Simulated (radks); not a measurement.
# Taking charge from the 4d level of Sn⁺ in fractions

What happens to E and to the 4d eigenvalue of Sn⁺ when a fraction of an electron is removed? The exact functional would give straight lines between whole numbers for a frontier level.

Method: scalar-relativistic Kohn-Sham, BLYP, spin-polarised, spherical densities, finite nucleus; open shells are filled with parallel spins first. Code: radks (a radial shooting solver on a logarithmic mesh, Libxc functionals) version 1.

## Step 1: The atom as given

| Item | Value |
| --- | --- |
| element | tin (Z = 50) |
| charge | +1 |
| electrons | 49 |
| configuration | [Kr] 4d(up 5, down 5) 5s2 5p1 |
| nuclear rms radius | 4.6519 fm |

A shell typed twice in an input gives spin up, then spin down.

## Step 2: Start: [Kr] 4d(up 5, down 5) 5s2 5p1

Input:

```text
Z 50
configuration [Kr] 4d5 4d5 5s2 5p1
relativity scalar-relativistic
functional b88,lyp
spin polarised
nucleus finite rms 4.6519 fm
c 137.035999084
```

## Step 3: 0.25 electron removed from 4d

Input:

```text
Z 50
configuration [Kr] 4d5 4d4.75 5s2 5p1
relativity scalar-relativistic
functional b88,lyp
spin polarised
nucleus finite rms 4.6519 fm
c 137.035999084
```

## Step 4: 0.5 electron removed from 4d

Input:

```text
Z 50
configuration [Kr] 4d5 4d4.5 5s2 5p1
relativity scalar-relativistic
functional b88,lyp
spin polarised
nucleus finite rms 4.6519 fm
c 137.035999084
```

## Step 5: 0.75 electron removed from 4d

Input:

```text
Z 50
configuration [Kr] 4d5 4d4.25 5s2 5p1
relativity scalar-relativistic
functional b88,lyp
spin polarised
nucleus finite rms 4.6519 fm
c 137.035999084
```

## Step 6: 1 electron removed from 4d

Input:

```text
Z 50
configuration [Kr] 4d5 4d4 5s2 5p1
relativity scalar-relativistic
functional b88,lyp
spin polarised
nucleus finite rms 4.6519 fm
c 137.035999084
```

**Question.** What will these runs give? Wanted: for each run, removed; E − E(0); eigenvalue; E minus straight line.

**Answer**, as computed:

| removed (e) | E − E(0) (eV) | eigenvalue (eV) | E minus straight line (eV) |
| --- | --- | --- | --- |
| 0 | 0.000 | -33.497 | 0.000 |
| 0.25 | 8.830 | -37.178 | -1.425 |
| 0.5 | 18.594 | -40.964 | -1.916 |
| 0.75 | 29.316 | -44.846 | -1.449 |
| 1 | 41.020 | -48.820 | 0.000 |

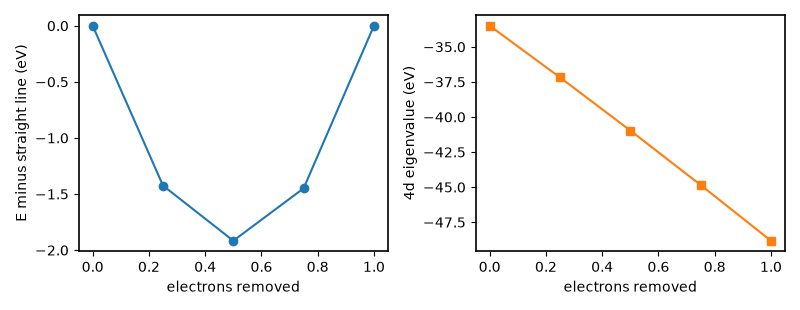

Left: the energy against the straight line between the ends. Right: the eigenvalue of the level emptied.

Removing the whole electron costs 41.020 eV, against 33.497 eV from minus the starting eigenvalue. Slater's transition state, half an electron removed, gives 40.964 eV. The trapezoid integral of minus the eigenvalue gives 41.037 eV over the range, against 41.020 eV from the energies (Janak's theorem; approximate here, since the scalar-relativistic density holds large components alone). The eigenvalue moves by 15.3 eV per electron. E bends below the straight line by 1.92 eV at 0.5 electron removed.
